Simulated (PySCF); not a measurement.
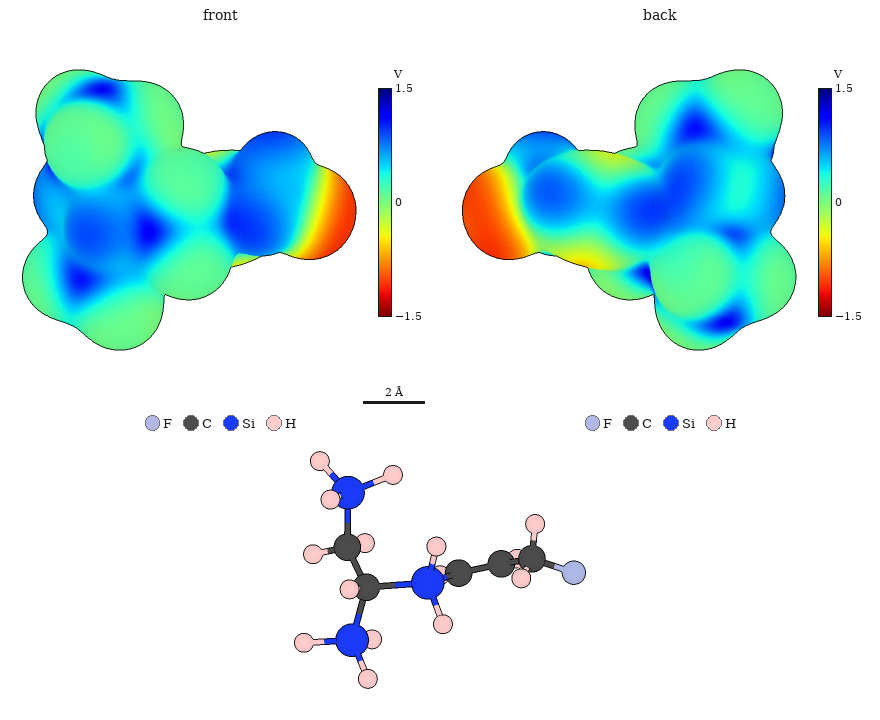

*C5H15FSi3 (SMILES FC/C=C\[SiH2][C@H]([SiH3])C[SiH3]). The electrostatic potential painted on the density surface at 0.002 e/bohr³, seen from the front and from behind; red is negative and blue positive. The bare structure is drawn below in the same view.*

Geometry: GFN2-xTB.

These are results of PBE0/pcSseg-1, SCF density, gas phase, non-relativistic in PySCF 2.14.0, not measurements.

```xyz
24

F     4.8647    0.1087   -0.0925
C     3.5700    0.5401    0.0826
C     2.6672   -0.0771   -0.9335
C     1.3955   -0.3814   -0.7189
Si    0.4631   -0.1318    0.8992
C    -1.3804   -0.5115    0.6145
Si   -1.6991   -2.3702    0.3152
C    -2.0198    0.3102   -0.5147
Si   -2.1137    2.1881   -0.2258
H     3.2756    0.2815    1.1033
H     3.5963    1.6323   -0.0283
H     3.1462   -0.2519   -1.8901
H     0.8455   -0.8068   -1.5490
H     0.9923   -1.0460    1.9231
H     0.6443    1.2463    1.3833
H    -1.8921   -0.2524    1.5481
H    -1.1584   -3.1628    1.4193
H    -1.0815   -2.7895   -0.9457
H    -3.1466   -2.5890    0.2199
H    -1.4873    0.1171   -1.4490
H    -3.0406   -0.0510   -0.6776
H    -0.7908    2.8019   -0.3628
H    -2.6462    2.4489    1.1142
H    -3.0155    2.7662   -1.2272
```

Where is the surface potential most negative and most positive?

Answer. The most negative region (about −1.1 V) lies over F1, the most positive (about +1.1 V) over Si5, Si7 and Si9.

What dipole moment does the calculation give?

Answer. Its dipole moment is 1.85 D.
